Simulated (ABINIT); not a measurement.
# MgH2 (P4_2/mnm): a self-consistent loop beyond G0W0, cycle by cycle

How far does self-consistency move the gap of MgH2 (P4_2/mnm)?

Main program and level: ABINIT 10.8.3; PBE and many-body steps on it, plane waves.

**The experiments to reproduce.**

- Gap 5.6 ± 0.1 eV: optical band gap from transmission onset (total and diffuse); optical transmission and ellipsometry; 300 K; film (polycrystalline Pd-capped film on quartz, hydrogenated at 100 bar and 100 C, measured in 1 bar H2) (“Optical properties of MgH2 measured in situ in a novel gas cell for ellipsometry/spectrophotometry”, 2003, arxiv:cond-mat/0305418).

This is a report of a sequence of runs, with most program output left out.

## Step 1: Starting point

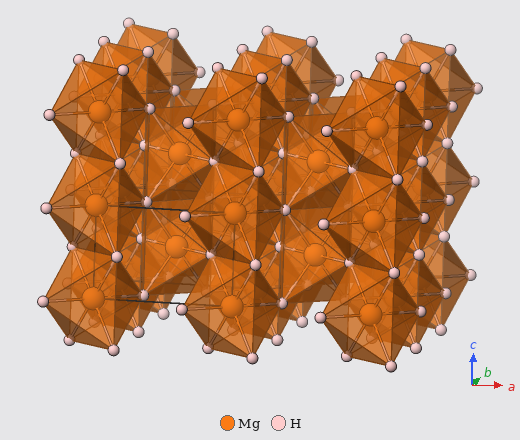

The cell as given, slightly off an axis (magnesium orange, hydrogen pink). 2×2×2 cells are drawn. Some periodic images of atoms are drawn too.

The cell and positions come from the Crystallography Open Database and are kept as given unless a step says otherwise.

## Step 2: Empty states on the mesh, 4×4×4 mesh, 135 bands

This step: ABINIT 10.8.3; DFT, PBE, plane waves, norm-conserving pseudopotentials.

The sums over transitions need many empty states on a uniform mesh; this step solves for them.

run.abi

```
acell 3*1.0 Angstrom
rprim 
  4.516800000000 0.000000000000 0.000000000000
  0.000000000000 4.516800000000 0.000000000000
  0.000000000000 0.000000000000 3.020500000000
ntypat 2
znucl 12 1
natom 6
typat 1 1 2 2 2 2
xred 
  0.000000000000 0.000000000000 0.000000000000
  0.500000000000 0.500000000000 0.500000000000
  0.306000000000 0.306000000000 0.000000000000
  0.194000000000 0.806000000000 0.500000000000
  0.694000000000 0.694000000000 0.000000000000
  0.806000000000 0.194000000000 0.500000000000
pp_dirpath "pseudos"
pseudos "Mg.upf, H.upf"
ecut 38
ngkpt 4 4 4
nshiftk 1
shiftk 0 0 0
kptopt 1
chksymbreak 0
irdden 1
istwfk *1
nband 135
prtvol 0
optdriver 6
gwr_task "HDIAGO"
paral_kgb 0
occopt 1
indata_prefix "in"
outdata_prefix "out"
tmpdata_prefix "tmp"
```

Launch:

```bash
$ OMP_NUM_THREADS=1 mpirun -n 8 abinit run.abi > log
```

It took 3.1 min on 8 MPI ranks of Arm Neoverse V1, shared host; peak memory 9.7 GiB.

Numbers from this step:

```yaml
gap: 3.895 eV
k_of_the_valence_top: 0.25, 0, 0
k_of_the_conduction_bottom: 0.5, 0.5, 0.5
least_direct_gap: 4.666 eV
k_points_computed: 18
lowest_point_of_the_top_converged_band_above_the_valence_top: 80.0697 eV
```

On this mesh the gap is 3.895 eV.

The density comes from a self-consistent run that is not shown.

## Step 3: Screening, 4×4×4 mesh, 127 bands, screening to 130.6 eV

The RPA dielectric matrix is built and inverted for each q.

This step: RPA screening on PBE, plane waves, norm-conserving pseudopotentials.

run.abi: that of step 2 with these lines changed.

```diff
@@ -24,10 +24,11 @@
 chksymbreak 0
-irdden 1
 istwfk *1
-nband 135
-prtvol 0
-optdriver 6
-gwr_task "HDIAGO"
-paral_kgb 0
 occopt 1
+irdwfk 1
+optdriver 3
+nband 127
+ecuteps 4.8
+inclvkb 2
+awtr 1
+symchi 1
 indata_prefix "in"
```

It took 67 s on 8 MPI ranks; peak memory 2.3 GiB.

This step gave:

- ε∞ with local fields, on this mesh, along the program's q direction: 3.659
- the same without local fields: 4.057
- plasma frequency: 23.17 eV
- plane waves in the screening matrix: 197

Local fields lower ε∞ by 10 %. On a Γ-centred mesh this coarse the value itself is usually too large, while a short band sum pulls it down.

## Step 4: G0W0

The self-energy is evaluated for the states that the input lists, and the levels follow from it, in one-shot runs by the linearised quasiparticle equation.

This step: G0W0 on PBE, plane waves, norm-conserving pseudopotentials.

run.abi: that of step 3 with these lines changed.

```diff
@@ -27,8 +27,21 @@
 irdwfk 1
-optdriver 3
+optdriver 4
 nband 127
+gwcalctyp 0
+ecutsigx 38
+symsigma 1
+nkptgw 4
+kptgw 
+  0.2500000000 0.0000000000 0.0000000000
+  0.5000000000 0.5000000000 0.5000000000
+  0.2500000000 0.2500000000 0.5000000000
+  0.0000000000 0.0000000000 0.0000000000
+bdgw 
+  11 14
+  11 14
+  11 14
+  10 14
 ecuteps 4.8
-inclvkb 2
-awtr 1
-symchi 1
+irdscr 1
+ppmodel 1
 indata_prefix "in"
```

It took 17 s on 8 MPI ranks; peak memory 2 GiB; 2.3 min of CPU time.

Numbers from this step:

```
G0W0 gap on the mesh                         : 5.882 eV
starting gap on the mesh                     : 3.895 eV
k of the valence top                         : 0.25, 0, 0
k of the conduction bottom                   : 0.5, 0.5, 0.5
Z at the valence top                         : 0.782
Z at the conduction bottom                   : 0.821
least direct G0W0 gap on the computed points : 6.705 eV
```

The gap on the mesh goes from 3.90 eV to 5.88 eV, a correction of +1.99 eV.

## Step 5: evGW0, cycle 1

This step: evGW0 on PBE, plane waves, norm-conserving pseudopotentials.

run.abi: that of step 4 with these lines changed.

```diff
@@ -29,16 +29,44 @@
 nband 127
-gwcalctyp 0
+gwcalctyp 10
 ecutsigx 38
 symsigma 1
-nkptgw 4
+nkptgw 18
 kptgw 
+  0.0000000000 0.0000000000 0.0000000000
   0.2500000000 0.0000000000 0.0000000000
+  0.5000000000 0.0000000000 0.0000000000
+  0.2500000000 0.2500000000 0.0000000000
+  0.5000000000 0.2500000000 0.0000000000
+  0.5000000000 0.5000000000 0.0000000000
+  0.0000000000 0.0000000000 0.2500000000
+  0.2500000000 0.0000000000 0.2500000000
+  0.5000000000 0.0000000000 0.2500000000
+  0.2500000000 0.2500000000 0.2500000000
+  0.5000000000 0.2500000000 0.2500000000
+  0.5000000000 0.5000000000 0.2500000000
+  0.0000000000 0.0000000000 0.5000000000
+  0.2500000000 0.0000000000 0.5000000000
+  0.5000000000 0.0000000000 0.5000000000
+  0.2500000000 0.2500000000 0.5000000000
+  0.5000000000 0.2500000000 0.5000000000
   0.5000000000 0.5000000000 0.5000000000
-  0.2500000000 0.2500000000 0.5000000000
-  0.0000000000 0.0000000000 0.0000000000
 bdgw 
-  11 14
-  11 14
-  11 14
-  10 14
+  9 18
+  9 18
+  9 18
+  9 18
+  9 18
+  9 18
+  9 18
+  9 18
+  9 18
+  9 18
+  9 18
+  9 18
+  9 18
+  9 18
+  9 18
+  9 18
+  9 18
+  9 18
 ecuteps 4.8
```

It took 3.3 min on 8 MPI ranks; peak memory 3.2 GiB; 26 min of CPU time.

Numbers from this step:

```
quasiparticle gap on the mesh                         : 6.393 eV
gap of the density functional on the mesh             : 3.895 eV
k of the valence top                                  : 0.25, 0, 0
k of the conduction bottom                            : 0.5, 0.5, 0.5
Z at the valence top                                  : 0.782
Z at the conduction bottom                            : 0.821
least direct quasiparticle gap on the computed points : 7.208 eV
```

Against G0W0 in ABINIT (4×4×4 mesh, 127 bands, screening to 130.6 eV, Godby-Needs plasmon pole), the gap moves by +0.511 eV. This first cycle still uses the starting levels; it takes the full correction, at all points of the mesh, and its linearised value is 5.882 eV.

## Step 6: evGW0, cycle 2

The corrected levels of the last cycle go back in.

run.abi: that of step 5 with these lines changed.

```diff
@@ -74,2 +74,3 @@
 ppmodel 1
+irdqps 1
 indata_prefix "in"
```

The job ended after 3.3 min (8 MPI ranks; peak memory 3.2 GiB; 26 min of CPU time).

Numbers from this step:

```yaml
quasiparticle_gap_on_the_mesh: 6.207 eV
gap_of_the_density_functional_on_the_mesh: 3.895 eV
k_of_the_valence_top: 0.25, 0, 0
k_of_the_conduction_bottom: 0.5, 0.5, 0.5
least_direct_quasiparticle_gap_on_the_computed_points: 7.036 eV
```

Against the cycle before, the gap moves by −0.186 eV.

## Step 7: evGW0, cycle 3

run.abi is that of step 6.

Elapsed: 3.3 min, on 8 MPI ranks; peak memory 3.2 GiB.

Numbers from this step:

```
quasiparticle gap on the mesh                         : 6.220 eV
gap of the density functional on the mesh             : 3.895 eV
k of the valence top                                  : 0.25, 0, 0
k of the conduction bottom                            : 0.5, 0.5, 0.5
least direct quasiparticle gap on the computed points : 7.047 eV
```

Against the cycle before, the gap moves by +0.013 eV.

## Step 8: evGW0, cycle 4

run.abi is that of step 7.

The job ended after 3.3 min (8 MPI ranks; peak memory 3.2 GiB).

This step gave:

```yaml
quasiparticle_gap_on_the_mesh: 6.219 eV
gap_of_the_density_functional_on_the_mesh: 3.895 eV
k_of_the_valence_top: 0.25, 0, 0
k_of_the_conduction_bottom: 0.5, 0.5, 0.5
least_direct_quasiparticle_gap_on_the_computed_points: 7.047 eV
```

Against the cycle before, the gap moves by −0.001 eV.

## Step 9: Screening, 4×4×4 mesh, 127 bands, screening to 130.6 eV

This step: RPA screening on PBE, plane waves, norm-conserving pseudopotentials.

run.abi

```
acell 3*1.0 Angstrom
rprim 
  4.516800000000 0.000000000000 0.000000000000
  0.000000000000 4.516800000000 0.000000000000
  0.000000000000 0.000000000000 3.020500000000
ntypat 2
znucl 12 1
natom 6
typat 1 1 2 2 2 2
xred 
  0.000000000000 0.000000000000 0.000000000000
  0.500000000000 0.500000000000 0.500000000000
  0.306000000000 0.306000000000 0.000000000000
  0.194000000000 0.806000000000 0.500000000000
  0.694000000000 0.694000000000 0.000000000000
  0.806000000000 0.194000000000 0.500000000000
pp_dirpath "pseudos"
pseudos "Mg.upf, H.upf"
ecut 38
ngkpt 4 4 4
nshiftk 1
shiftk 0 0 0
kptopt 1
chksymbreak 0
istwfk *1
occopt 1
irdwfk 1
optdriver 3
nband 127
ecuteps 4.8
inclvkb 2
awtr 1
symchi 1
gwcalctyp 10
mbpt_sciss 2.413 eV
nqptdm 1
qptdm 
  0 0 0
indata_prefix "in"
outdata_prefix "out"
tmpdata_prefix "tmp"
```

Elapsed: 8.4 s, on 8 MPI ranks; peak memory 1.9 GiB.

Numbers from this step:

- ε∞ with local fields, on this mesh, along the program's q direction: 3.013
- the same without local fields: 3.259
- plasma frequency: 23.17 eV
- plane waves in the screening matrix: 197

This screening uses the functional's bands under a rigid shift, the mean opening of the cycle before.

## Step 10: Screening, 4×4×4 mesh, 127 bands, screening to 130.6 eV

This step: RPA screening on PBE from quasiparticle energies, plane waves, norm-conserving pseudopotentials.

run.abi: that of step 9 with these lines changed.

```diff
@@ -33,7 +33,23 @@
 symchi 1
+irdqps 1
 gwcalctyp 10
-mbpt_sciss 2.413 eV
-nqptdm 1
+nqptdm 17
 qptdm 
-  0 0 0
+  0.2500000000 0.0000000000 0.0000000000
+  0.5000000000 0.0000000000 0.0000000000
+  0.2500000000 0.2500000000 0.0000000000
+  0.5000000000 0.2500000000 0.0000000000
+  0.5000000000 0.5000000000 0.0000000000
+  0.0000000000 0.0000000000 0.2500000000
+  0.2500000000 0.0000000000 0.2500000000
+  0.5000000000 0.0000000000 0.2500000000
+  0.2500000000 0.2500000000 0.2500000000
+  0.5000000000 0.2500000000 0.2500000000
+  0.5000000000 0.5000000000 0.2500000000
+  0.0000000000 0.0000000000 0.5000000000
+  0.2500000000 0.0000000000 0.5000000000
+  0.5000000000 0.0000000000 0.5000000000
+  0.2500000000 0.2500000000 0.5000000000
+  0.5000000000 0.2500000000 0.5000000000
+  0.5000000000 0.5000000000 0.5000000000
 indata_prefix "in"
```

mrgscr.stdin

```
2
merged
q0_SCR
out_SCR
1
```

Launch:

```bash
$ OMP_NUM_THREADS=1 mpirun -n 8 abinit run.abi > log; mrgscr < mrgscr.stdin
```

The job ended after 61 s (8 MPI ranks; peak memory 2.2 GiB).

This step gave:

* plasma frequency: 23.17 eV
* plane waves in the screening matrix: 197

This screening reads the quasiparticle levels of the cycle before.

## Step 11: evGW, cycle 1

This step: evGW on PBE, plane waves, norm-conserving pseudopotentials.

run.abi: that of step 10 with these lines changed.

```diff
@@ -27,12 +27,10 @@
 irdwfk 1
-optdriver 3
+optdriver 4
 nband 127
-ecuteps 4.8
-inclvkb 2
-awtr 1
-symchi 1
-irdqps 1
 gwcalctyp 10
-nqptdm 17
-qptdm 
+ecutsigx 38
+symsigma 1
+nkptgw 18
+kptgw 
+  0.0000000000 0.0000000000 0.0000000000
   0.2500000000 0.0000000000 0.0000000000
@@ -54,2 +52,25 @@
   0.5000000000 0.5000000000 0.5000000000
+bdgw 
+  9 18
+  9 18
+  9 18
+  9 18
+  9 18
+  9 18
+  9 18
+  9 18
+  9 18
+  9 18
+  9 18
+  9 18
+  9 18
+  9 18
+  9 18
+  9 18
+  9 18
+  9 18
+ecuteps 4.8
+irdscr 1
+ppmodel 1
+irdqps 1
 indata_prefix "in"
```

Launch:

```bash
$ OMP_NUM_THREADS=1 mpirun -n 8 abinit run.abi > log
```

The job ended after 3.3 min (8 MPI ranks; peak memory 3.2 GiB).

This step gave:

* quasiparticle gap on the mesh: 6.706 eV
* gap of the density functional on the mesh: 3.895 eV
* k of the valence top: 0.25, 0, 0
* k of the conduction bottom: 0.5, 0.5, 0.5
* least direct quasiparticle gap on the computed points: 7.535 eV

Against G0W0 in ABINIT (4×4×4 mesh, 127 bands, screening to 130.6 eV, Godby-Needs plasmon pole), the gap moves by +0.824 eV.

## Step 12: Screening, 4×4×4 mesh, 127 bands, screening to 130.6 eV

This step: RPA screening on PBE, plane waves, norm-conserving pseudopotentials.

run.abi

```
acell 3*1.0 Angstrom
rprim 
  4.516800000000 0.000000000000 0.000000000000
  0.000000000000 4.516800000000 0.000000000000
  0.000000000000 0.000000000000 3.020500000000
ntypat 2
znucl 12 1
natom 6
typat 1 1 2 2 2 2
xred 
  0.000000000000 0.000000000000 0.000000000000
  0.500000000000 0.500000000000 0.500000000000
  0.306000000000 0.306000000000 0.000000000000
  0.194000000000 0.806000000000 0.500000000000
  0.694000000000 0.694000000000 0.000000000000
  0.806000000000 0.194000000000 0.500000000000
pp_dirpath "pseudos"
pseudos "Mg.upf, H.upf"
ecut 38
ngkpt 4 4 4
nshiftk 1
shiftk 0 0 0
kptopt 1
chksymbreak 0
istwfk *1
occopt 1
irdwfk 1
optdriver 3
nband 127
ecuteps 4.8
inclvkb 2
awtr 1
symchi 1
gwcalctyp 10
mbpt_sciss 2.946 eV
nqptdm 1
qptdm 
  0 0 0
indata_prefix "in"
outdata_prefix "out"
tmpdata_prefix "tmp"
```

The job ended after 8.5 s (8 MPI ranks; peak memory 1.9 GiB).

This step gave:

| Property | Result |
| --- | --- |
| ε∞ with local fields, on this mesh, along the program's q direction | 2.913 |
| the same without local fields | 3.138 |
| plasma frequency | 23.17 eV |
| plane waves in the screening matrix | 197 |

This screening uses the functional's bands under a rigid shift, the mean opening of the cycle before.

## Step 13: Screening, 4×4×4 mesh, 127 bands, screening to 130.6 eV

This step: RPA screening on PBE from quasiparticle energies, plane waves, norm-conserving pseudopotentials.

run.abi: that of step 12 with these lines changed.

```diff
@@ -33,7 +33,23 @@
 symchi 1
+irdqps 1
 gwcalctyp 10
-mbpt_sciss 2.946 eV
-nqptdm 1
+nqptdm 17
 qptdm 
-  0 0 0
+  0.2500000000 0.0000000000 0.0000000000
+  0.5000000000 0.0000000000 0.0000000000
+  0.2500000000 0.2500000000 0.0000000000
+  0.5000000000 0.2500000000 0.0000000000
+  0.5000000000 0.5000000000 0.0000000000
+  0.0000000000 0.0000000000 0.2500000000
+  0.2500000000 0.0000000000 0.2500000000
+  0.5000000000 0.0000000000 0.2500000000
+  0.2500000000 0.2500000000 0.2500000000
+  0.5000000000 0.2500000000 0.2500000000
+  0.5000000000 0.5000000000 0.2500000000
+  0.0000000000 0.0000000000 0.5000000000
+  0.2500000000 0.0000000000 0.5000000000
+  0.5000000000 0.0000000000 0.5000000000
+  0.2500000000 0.2500000000 0.5000000000
+  0.5000000000 0.2500000000 0.5000000000
+  0.5000000000 0.5000000000 0.5000000000
 indata_prefix "in"
```

mrgscr.stdin is that of step 10.

Launch:

```bash
$ OMP_NUM_THREADS=1 mpirun -n 8 abinit run.abi > log; mrgscr < mrgscr.stdin
```

Wall time 61 s (8 MPI ranks); peak memory 2.2 GiB.

Numbers from this step:

```yaml
plasma_frequency: 23.17 eV
plane_waves_in_the_screening_matrix: 197
```

This screening reads the quasiparticle levels of the cycle before.

## Step 14: evGW, cycle 2

This step: evGW on PBE, plane waves, norm-conserving pseudopotentials.

run.abi: that of step 13 with these lines changed.

```diff
@@ -27,12 +27,10 @@
 irdwfk 1
-optdriver 3
+optdriver 4
 nband 127
-ecuteps 4.8
-inclvkb 2
-awtr 1
-symchi 1
-irdqps 1
 gwcalctyp 10
-nqptdm 17
-qptdm 
+ecutsigx 38
+symsigma 1
+nkptgw 18
+kptgw 
+  0.0000000000 0.0000000000 0.0000000000
   0.2500000000 0.0000000000 0.0000000000
@@ -54,2 +52,25 @@
   0.5000000000 0.5000000000 0.5000000000
+bdgw 
+  9 18
+  9 18
+  9 18
+  9 18
+  9 18
+  9 18
+  9 18
+  9 18
+  9 18
+  9 18
+  9 18
+  9 18
+  9 18
+  9 18
+  9 18
+  9 18
+  9 18
+  9 18
+ecuteps 4.8
+irdscr 1
+ppmodel 1
+irdqps 1
 indata_prefix "in"
```

Launch:

```bash
$ OMP_NUM_THREADS=1 mpirun -n 8 abinit run.abi > log
```

Run time: 3.3 min. Hardware: 8 MPI ranks; peak memory 3.2 GiB.

Numbers from this step:

```yaml
quasiparticle_gap_on_the_mesh: 6.776 eV
gap_of_the_density_functional_on_the_mesh: 3.895 eV
k_of_the_valence_top: 0.25, 0, 0
k_of_the_conduction_bottom: 0.5, 0.5, 0.5
least_direct_quasiparticle_gap_on_the_computed_points: 7.606 eV
```

Against the cycle before, the gap moves by +0.070 eV.

(Part 1 of 2 ends here.)

[Paths, hosts, dates, memory and timing lines, banners, echoed tables and standing remarks are left out of the program output.]

[Logs are printed without paths, hosts, clocks, repeated set-up lines and the standing remarks that a program may print on its own settings, such as how far it seeks lower states.]

[Runs of the session that timed out or met a known fault of the program may be left out.]

[Hosts, paths, dates, database ids (printed as entryN), source tags and the programs' standing remarks are cut or masked in the printed files.]

[G0W0 gaps are taken among the corrected bands and points alone; a level outside them can change the order at an edge.]

[Where Ansatz stands beside ABINIT at settings called matched, ABINIT's density can come from a denser mesh and the files from another edition; pairs whose starting gaps differed by over 0.03 eV were left out, so agreement reads better than it is.]
